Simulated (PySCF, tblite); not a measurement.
# CH10B2F2Si3: geometry, infrared bands and NMR shifts

Aim: predict the infrared bands and NMR shifts of CH10B2F2Si3 (`B[Si@@H]([SiH3])[SiH2]CB(F)F`).

Computed with tblite 0.8.0 and PySCF 2.14.0, with density-fitted response routines of our own, on a single molecule in the gas phase. Atoms are numbered from 0 throughout.

## 1. The starting structure

18 atoms, charge 0, multiplicity 1; geometry from: force field or distance geometry start.

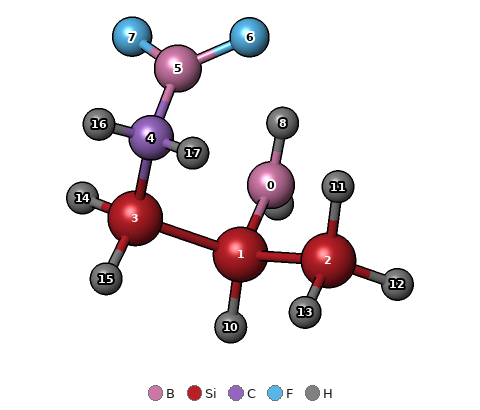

As it starts; boron pink, silicon red, carbon purple, fluorine blue, hydrogen grey, atoms numbered.

## 2. Relaxing the molecule with GFN2-xTB

What the job is given:

```
{"job": {"kind": "relax", "xc": "GFN2-xTB", "basis": "xTB"}, "charge": 0, "multiplicity": 1}
B      0.588700     2.285300    -0.122800
Si     1.026900     0.597500    -0.957200
Si     2.334100    -0.584800     0.444300
Si    -0.831700    -0.559400    -1.383600
C     -1.553700    -1.270500     0.209500
B     -2.031900    -0.100600     1.164200
F     -1.416800     0.058100     2.463600
F     -3.059800     0.817200     0.751900
H      0.014400     2.305600     0.912600
H      0.884500     3.298600    -0.642600
H      1.747700     0.841000    -2.206900
H      1.594900    -0.809000     1.701300
H      3.555600     0.169600     0.720200
H      2.655100    -1.875900    -0.178900
H     -1.818400     0.311000    -2.034800
H     -0.493600    -1.680400    -2.258700
H     -2.420900    -1.907200    -0.045100
H     -0.783900    -1.889600     0.711300
```

The run is started by

```console
$ OMP_NUM_THREADS=1 python probes_run.py task.json out
```

One launch serves the whole session: the jobs run in the order shown.

Output:

```text
step      E/eV     max force
  0    -663.35574    3.377
  1    -663.73823    2.259
  2    -663.91750    2.552
  3    -663.99185    0.529
  4    -664.01994    0.409
  5    -664.06270    0.612
  6    -664.07982    0.533
  7    -664.10760    0.383
  8    -664.12472    0.451
  9    -664.14315    0.358
 10    -664.15560    0.394
 11    -664.16426    0.270
 12    -664.16845    0.161
 13    -664.17066    0.107
 14    -664.17234    0.142
 15    -664.17394    0.138
 16    -664.17519    0.088
 17    -664.17611    0.080
 18    -664.17702    0.074
 19    -664.17811    0.103
 20    -664.17929    0.097
 21    -664.18043    0.084
 22    -664.18146    0.101
 23    -664.18252    0.098
 24    -664.18375    0.110
 25    -664.18504    0.111
 26    -664.18626    0.080
 27    -664.18754    0.107
 28    -664.18894    0.124
 29    -664.19031    0.092
 30    -664.19152    0.110
 31    -664.19263    0.104
 32    -664.19386    0.105
 33    -664.19548    0.128
 34    -664.19732    0.125
 35    -664.19888    0.097
 36    -664.19998    0.074
 37    -664.20074    0.053
 38    -664.20126    0.080
 39    -664.20161    0.104
 40    -664.20209    0.073
 41    -664.20259    0.045
 42    -664.20286    0.037
 43    -664.20312    0.035
 44    -664.20324    0.033
 45    -664.20338    0.031
 46    -664.20356    0.046
 47    -664.20376    0.048
 48    -664.20389    0.029
 49    -664.20395    0.019
 50    -664.20400    0.019
 51    -664.20407    0.027
 52    -664.20418    0.036
 53    -664.20432    0.033
 54    -664.20445    0.034
 55    -664.20455    0.030
 56    -664.20466    0.028
 57    -664.20480    0.028
 58    -664.20497    0.027
 59    -664.20516    0.039
 60    -664.20534    0.040
 61    -664.20552    0.033
 62    -664.20569    0.030
 63    -664.20579    0.022
 64    -664.20584    0.021
 65    -664.20588    0.015
 66    -664.20594    0.023
 67    -664.20601    0.022
 68    -664.20607    0.015
 69    -664.20610    0.013
 70    -664.20612    0.014
 71    -664.20617    0.020
 72    -664.20624    0.029
 73    -664.20632    0.027
 74    -664.20639    0.020
 75    -664.20643    0.020
 76    -664.20647    0.018
 77    -664.20655    0.028
 78    -664.20669    0.043
 79    -664.20691    0.053
 80    -664.20714    0.048
 81    -664.20731    0.029
 82    -664.20744    0.036
 83    -664.20759    0.041
 84    -664.20779    0.036
 85    -664.20800    0.035
 86    -664.20819    0.031
 87    -664.20835    0.032
 88    -664.20849    0.031
 89    -664.20863    0.023
 90    -664.20871    0.016
 91    -664.20875    0.016
 92    -664.20881    0.020
 93    -664.20890    0.027
 94    -664.20903    0.030
 95    -664.20918    0.027
 96    -664.20927    0.018
 97    -664.20931    0.016
 98    -664.20933    0.016
 99    -664.20937    0.014
100    -664.20941    0.017
101    -664.20945    0.017
102    -664.20948    0.014
103    -664.20951    0.015
104    -664.20955    0.015
105    -664.20962    0.017
106    -664.20971    0.023
107    -664.20979    0.017
108    -664.20984    0.019
109    -664.20987    0.015
110    -664.20991    0.016
111    -664.20998    0.021
112    -664.21003    0.017
113    -664.21007    0.011
114    -664.21009    0.010
115    -664.21012    0.012
116    -664.21016    0.013
117    -664.21020    0.013
118    -664.21024    0.011
119    -664.21027    0.011
120    -664.21028    0.008
```

Wall time 5.1 s (1 thread of Intel Xeon at 2.50GHz, shared host); peak memory 0.18 GiB.

Step by step: (not every step is listed)

| step | energy from step 0 (eV) | largest force (eV/Å) |
| --- | --- | --- |
| 0 | 0.0000 | 3.3771 |
| 1 | -0.3825 | 2.2593 |
| 2 | -0.5618 | 2.5521 |
| 3 | -0.6361 | 0.5291 |
| 4 | -0.6642 | 0.4086 |
| 5 | -0.7070 | 0.6120 |
| 6 | -0.7241 | 0.5335 |
| 7 | -0.7519 | 0.3832 |
| 8 | -0.7690 | 0.4507 |
| 18 | -0.8213 | 0.0744 |
| 28 | -0.8332 | 0.1237 |
| 38 | -0.8455 | 0.0796 |
| 48 | -0.8482 | 0.0288 |
| 58 | -0.8492 | 0.0274 |
| 68 | -0.8503 | 0.0149 |
| 78 | -0.8510 | 0.0426 |
| 88 | -0.8528 | 0.0314 |
| 98 | -0.8536 | 0.0155 |
| 108 | -0.8541 | 0.0188 |
| 115 | -0.8544 | 0.0122 |
| 116 | -0.8544 | 0.0131 |
| 117 | -0.8545 | 0.0133 |
| 118 | -0.8545 | 0.0108 |
| 119 | -0.8545 | 0.0114 |
| 120 | -0.8545 | 0.0084 |

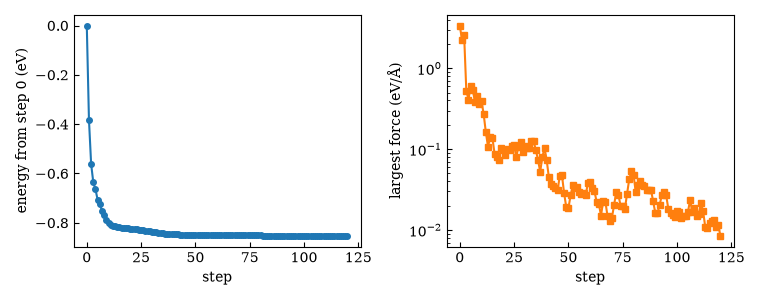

Energy and largest force along the relaxation.

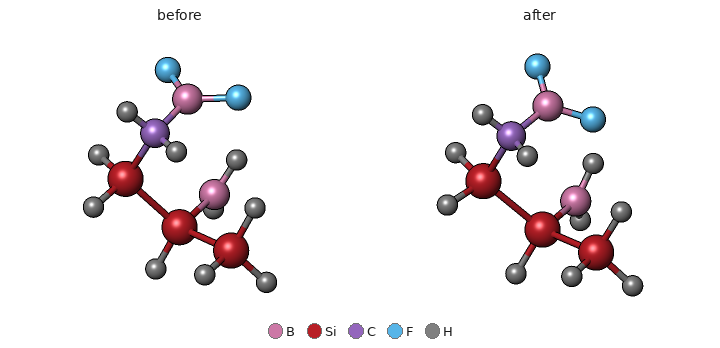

The geometry before (left) and after (right).

Close pairs (by a distance rule), those that changed most:

| bond | before (Å) | after (Å) | change (Å) |
| --- | --- | --- | --- |
| B5–F6 | 1.446 | 1.329 | -0.117 |
| B5–F7 | 1.438 | 1.325 | -0.114 |
| Si1–Si3 | 2.230 | 2.339 | +0.109 |
| Si1–Si2 | 2.252 | 2.349 | +0.097 |
| Si3–C4 | 1.888 | 1.933 | +0.045 |
| C4–B5 | 1.584 | 1.539 | -0.045 |
| Si1–H10 | 1.463 | 1.488 | +0.025 |
| C4–H17 | 1.108 | 1.087 | -0.021 |

The next job starts from the end point, and lists it.

## 3. Infrared spectrum with GFN2-xTB

What the job is given:

```
{"job": {"kind": "ir", "xc": "GFN2-xTB", "basis": "xTB"}, "charge": 0, "multiplicity": 1}
B      0.653507     2.474930    -0.190948
Si     1.011950     0.705810    -0.902559
Si     2.340006    -0.544056     0.577359
Si    -0.911570    -0.511588    -1.442184
C     -1.636223    -1.352313     0.140948
B     -1.956987    -0.252573     1.168303
F     -1.057650     0.221446     2.024849
F     -3.108106     0.401542     1.216301
H     -0.061753     2.607650     0.725779
H      1.151746     3.444108    -0.617661
H      1.767131     0.705477    -2.185147
H      1.666496    -0.788284     1.851459
H      3.615231     0.106944     0.895605
H      2.678563    -1.858716     0.021541
H     -2.018834     0.263963    -2.026828
H     -0.733576    -1.650050    -2.358539
H     -2.517233    -1.913496    -0.157245
H     -0.891458    -2.054476     0.507349
```

Output:

```text
mode    cm-1     km/mol
  1      15.4      0.15
  2      30.1      0.41
  3      41.1      0.37
  4      62.8      0.65
  5      66.7      0.38
  6      72.9      0.33
  7     104.0      2.37
  8     118.2      2.16
  9     143.4      4.61
 10     186.2      3.62
 11     306.5      1.46
 12     354.6      9.11
 13     369.6     19.02
 14     416.3     27.34
 15     420.6      6.54
 16     428.2     13.09
 17     443.7      3.20
 18     519.6     19.31
 19     577.5     58.96
 20     580.6     58.57
 21     607.6    302.30
 22     645.4    168.74
 23     686.9    234.43
 24     698.7     10.84
 25     709.9     65.65
 26     727.9     24.59
 27     767.9    426.78
 28     779.9    433.59
 29     808.4     91.27
 30     814.8    121.94
 31     816.0     53.76
 32     822.9    193.57
 33    1003.6     67.77
 34    1098.3    131.19
 35    1188.7     36.83
 36    1235.6    301.75
 37    1275.1    436.63
 38    1458.6     16.90
 39    2029.9    343.97
 40    2164.6    331.20
 41    2183.4    139.72
 42    2219.6    362.08
 43    2222.9    230.94
 44    2271.3    252.66
 45    2638.5     88.56
 46    2669.7     91.95
 47    3014.6     28.47
 48    3024.8      9.46
```

It took 3 s on 1 thread of Intel Xeon at 2.50GHz, shared host; peak memory 0.18 GiB.

Which atoms move in the most intense modes:

| cm⁻¹ | km/mol | atoms |
| --- | --- | --- |
| 608 | 302.3 | H10 70 % |
| 768 | 426.8 | C4 21 %, H17 18 %, H16 16 % |
| 780 | 433.6 | H11 21 %, H13 18 %, H12 17 % |
| 1236 | 301.8 | B5 70 %, F6 15 % |
| 1275 | 436.6 | B5 70 %, F7 12 % |
| 2030 | 344.0 | H10 97 % |
| 2165 | 331.2 | H14 59 %, H15 36 % |
| 2220 | 362.1 | H13 81 %, H12 14 % |

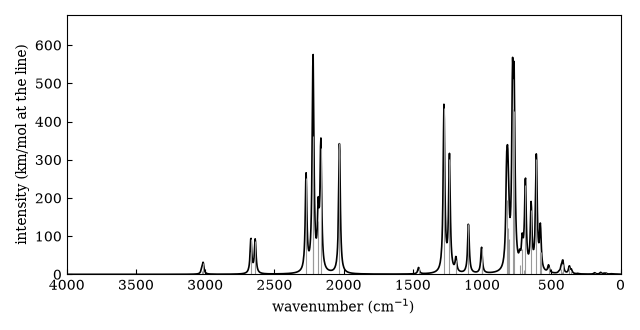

The infrared spectrum from these modes, unscaled. Lines are broadened to a width of 14 cm⁻¹ (Lorentzian).

## 4. NMR shieldings: PBE0/pcSseg-1

Settings changed since step 3:

```diff
@@ -1,2 +1,2 @@
-{"job": {"kind": "ir", "xc": "GFN2-xTB", "basis": "xTB"}, "charge": 0, "multiplicity": 1}
+{"job": {"kind": "nmr", "xc": "PBE0", "basis": "pcSseg-1"}, "charge": 0, "multiplicity": 1}
 B      0.653507     2.474930    -0.190948
```

Level: GIAO PBE0/pcSseg-1 NMR shielding, non-relativistic, gas phase.

Output:

```text
coarse grid: 16504 points
cycle   1  E = -1161.2162685775  dE =  3.541e-01  |g| = 6.575e-01  |ddm| = 3.712e+00
cycle   2  E = -1161.1761216743  dE =  4.015e-02  |g| = 8.675e-01  |ddm| = 9.221e-01
cycle   3  E = -1161.2933511206  dE = -1.172e-01  |g| = 5.540e-02  |ddm| = 5.240e-01
cycle   4  E = -1161.2937836923  dE = -4.326e-04  |g| = 2.909e-02  |ddm| = 5.892e-02
cycle   5  E = -1161.2939831402  dE = -1.994e-04  |g| = 3.944e-03  |ddm| = 2.648e-02
cycle   6  E = -1161.2939874494  dE = -4.309e-06  |g| = 8.889e-04  |ddm| = 6.973e-03
final grid: 146336 points
cycle   7  E = -1161.3448803472  dE = -5.452e-05  |g| = 5.763e-03  |ddm| = 2.204e-02
cycle   8  E = -1161.3448785336  dE =  1.814e-06  |g| = 6.158e-03  |ddm| = 1.058e-02
cycle   9  E = -1161.3448881153  dE = -9.582e-06  |g| = 5.458e-04  |ddm| = 5.870e-03
cycle  10  E = -1161.3448881847  dE = -6.936e-08  |g| = 1.698e-04  |ddm| = 6.785e-04
cycle  11  E = -1161.3448881898  dE = -5.098e-09  |g| = 6.840e-05  |ddm| = 1.739e-04
cycle  12  E = -1161.3448881905  dE = -7.349e-10  |g| = 9.088e-06  |ddm| = 5.456e-05
converged SCF energy = -1161.3448881905

GIAO shielding tensors (ppm)
atom      isotropic    diamagn.    paramagn.     s11        s22        s33       span
  0 B      -17.284     198.157    -215.441   -147.458    -56.182    151.789    299.247
  1 Si     477.458     883.580    -406.122    452.267    475.801    504.307     52.040
  2 Si     463.515     880.818    -417.303    448.420    461.183    480.941     32.521
  3 Si     421.950     881.615    -459.666    392.601    404.005    469.242     76.641
  4 C      189.247     260.868     -71.621    179.235    188.120    200.388     21.153
  5 B       70.451     194.526    -124.075     36.100     80.245     95.008     58.908
  6 F      245.074     472.560    -227.487     80.959    294.194    360.067    279.107
  7 F      241.612     465.793    -224.180     75.117    290.231    359.489    284.372
  8 H       21.148      30.608      -9.459      7.295     27.192     28.959     21.664
  9 H       20.750      30.148      -9.398      8.444     26.338     27.467     19.022
 10 H       27.989      30.782      -2.793     24.152     25.098     34.717     10.564
 11 H       27.900      30.067      -2.167     23.498     27.623     32.580      9.082
 12 H       28.150      29.114      -0.964     24.386     25.588     34.475     10.089
 13 H       28.082      29.713      -1.631     24.751     25.909     33.586      8.836
 14 H       27.526      30.163      -2.636     23.833     25.778     32.969      9.136
 15 H       27.296      30.069      -2.773     23.557     25.265     33.066      9.509
 16 H       31.013      29.234       1.779     26.321     27.757     38.961     12.640
 17 H       31.283      33.916      -2.633     27.341     29.346     37.161      9.820
```

Wall time 2.9 min (1 thread of Intel Xeon at 2.50GHz, shared host); peak memory 0.93 GiB.

The references, computed at this level on geometries of the same kind, shield at (ppm): 1H TMS 31.72, 13C TMS 186.9, 29Si TMS 349.2, 19F CFCl3 170.9, 11B BF3·OEt2 100.1. Their shielding less the atom's gives the shift. The references are single molecules in the gas phase, so shifts against H2O, NH3, PH3, H3PO4 or CFCl3 are not on the usual liquid scales and can be off by tens of ppm. Atoms listed in one row are averaged.

| atoms | environment | σ (ppm) | δ (ppm) | δ scaled to CDCl3 |
| --- | --- | --- | --- | --- |
| C4 | sp3 CH2 bonded to B and Si | 189.2 | -2.3 | -4.2 |
| H8, H9 | hydrogen on a boron bonded to Si | 20.95 | 10.77 | – |
| H15 | hydrogen on a silicon bonded to C, Si | 27.30 | 4.42 | – |
| H14 | hydrogen on a silicon bonded to C, Si | 27.53 | 4.19 | – |
| H10 | hydrogen on a silicon bonded to B, 2 Si | 27.99 | 3.73 | – |
| H11, H12, H13 | hydrogen on a silicon bonded to Si | 28.04 | 3.67 | – |
| H16 | hydrogen on an sp3 CH2 bonded to B and Si | 31.01 | 0.70 | 0.77 |
| H17 | hydrogen on an sp3 CH2 bonded to B and Si | 31.28 | 0.43 | 0.51 |
| B0 | boron bonded to Si, 2 H | -17.3 | 117.4 | – |
| B5 | boron bonded to C, 2 F | 70.5 | 29.6 | – |
| Si3 | silicon bonded to C, Si, 2 H | 421.9 | -72.8 | – |
| Si2 | silicon bonded to Si, 3 H | 463.5 | -114.4 | – |
| Si1 | silicon bonded to B, 2 Si, H | 477.5 | -128.3 | – |
| F6, F7 | fluorine bonded to B | 243.3 | -72.4 | – |

The scaled column applies a straight-line fit of computed shieldings to shifts measured in CDCl3, and one for carbons that bear F (root-mean-square error 0.16 ppm for H, 1.9 ppm for C).

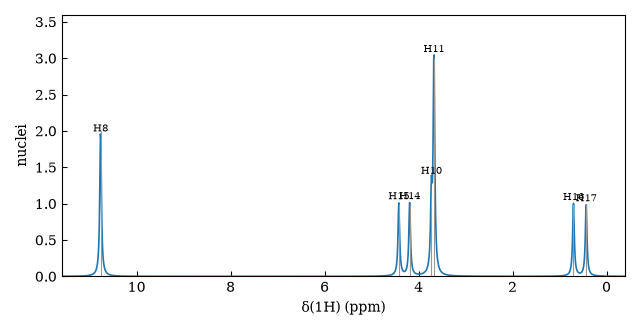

1H lines at the computed shifts, without couplings. Lines are broadened to a width of 0.04 ppm (Lorentzian).

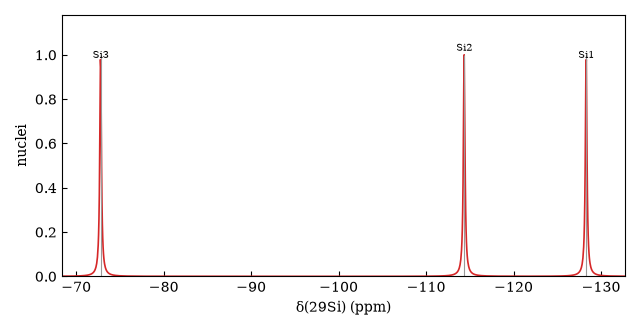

29Si lines at the computed shifts, without couplings. Lines are broadened to a width of 0.22 ppm (Lorentzian).

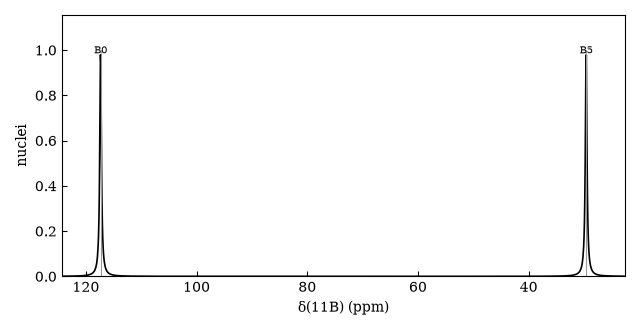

11B lines at the computed shifts, without couplings. Lines are broadened to a width of 0.35 ppm (Lorentzian).

Charges from the same density, by scheme (e):

| atoms | Mulliken | IAO | Hirshfeld | ESP fit |
| --- | --- | --- | --- | --- |
| B0 | -0.08 | -0.19 | 0.08 | 0.34 |
| Si1 | -0.27 | 0.14 | 0.11 | -0.10 |
| Si2 | 0.25 | 0.32 | 0.22 | 0.32 |
| Si3 | 0.34 | 0.49 | 0.26 | 0.40 |
| C4 | -0.77 | -0.71 | -0.24 | -0.61 |
| B5 | 0.79 | 0.71 | 0.30 | 0.70 |
| F6, F7 | -0.30 | -0.32 | -0.14 | -0.29 |

Mulliken charges:

B0 -0.08; Si1 -0.27; Si2 0.25; Si3 0.34; C4 -0.77; B5 0.79; F6 -0.30; F7 -0.29; H8 0.07; H9 0.06; H10 0.03; H11 -0.04; H12 -0.05; H13 -0.05; H14 -0.02; H15 -0.03; H16 0.18; H17 0.18

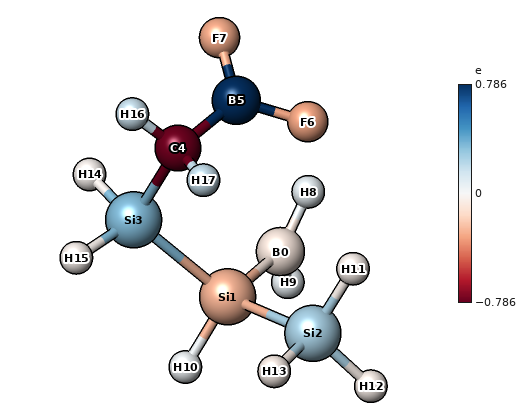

Mulliken charges, as colours on the atoms.

Mayer bond orders: B0–Si1 0.94, Si1–Si2 0.89, Si1–Si3 0.89, Si3–C4 0.87, C4–B5 1.03, B5–F6 1.07, B5–F7 1.11.

Orbitals, density, ELF and potential are computed afterwards from the orbital file.

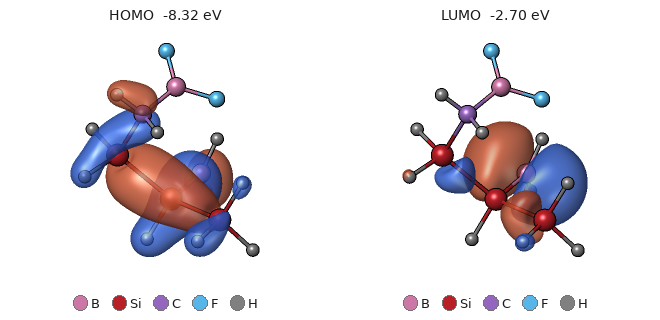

Frontier orbitals at PBE0/pcSseg-1; each surface holds 70 % of the orbital's density, blue and red mark the sign.

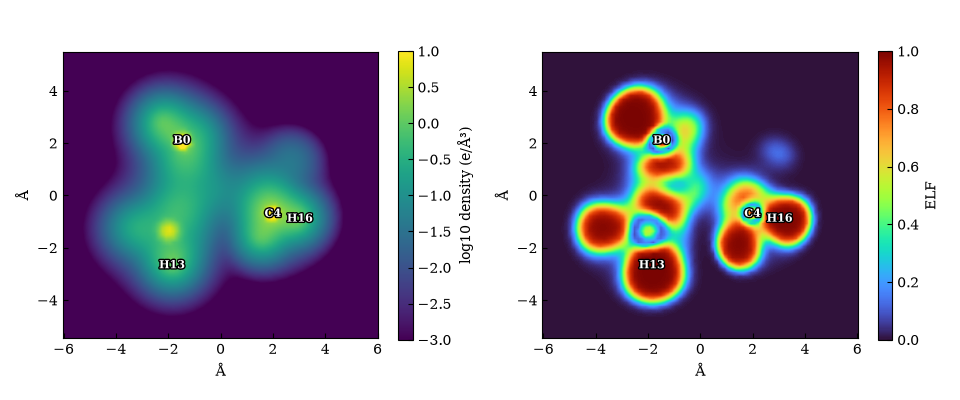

Density (left) and ELF (right) in a plane through or near 4 of the atoms.

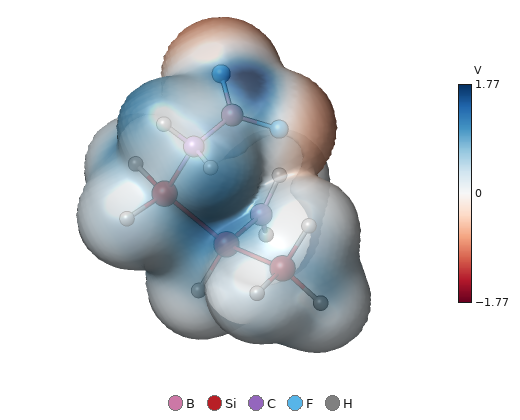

The potential that a unit positive charge feels on the 0.002 e/bohr³ surface, from -0.83 V near F7 to 1.77 V near B0.

## 5. Results

| quantity | value |
| --- | --- |
| strongest single infrared mode (GFN2-xTB) | 1275 cm⁻¹, 437 km/mol |
| zero-point energy (GFN2-xTB) | 65.5 kcal/mol |
| 13C shifts against TMS (PBE0/pcSseg-1) | -2.3 ppm |
| 1H shifts against TMS (PBE0/pcSseg-1, means over atoms taken as alike) | 10.77, 4.42, 4.19, 3.73, 3.67, 0.70, 0.43 ppm |
| 11B shifts against BF3·OEt2 (PBE0/pcSseg-1) | 117.4, 29.6 ppm |
| 29Si shifts against TMS (PBE0/pcSseg-1) | -72.8, -114.4, -128.3 ppm |
| 19F shifts against CFCl3 (PBE0/pcSseg-1, means over atoms taken as alike) | -72.4 ppm |
| surface potential, least and greatest | -0.83 V and 1.77 V |

What this shows: The optimisation took 120 steps and gained 0.855 eV; among the close pairs (by a distance rule), B5–F6 changed most, from 1.446 to 1.329 Å. No mode is imaginary among the 48: a minimum at this level. The strongest single mode, at 1275 cm⁻¹, moves mainly B5. GFN2-xTB is a fitted tight-binding method: band positions and strengths are rough. Its intensities can rank the bands wrongly. At PBE0/pcSseg-1: The largest span, 299 ppm, is at B0, where the paramagnetic term is -215 ppm. By nearest atom (PBE0/pcSseg-1), the HOMO sits on Si1 26 %; B0 16 % and the LUMO on B0 51 %; H8, H9 about 12 % each.
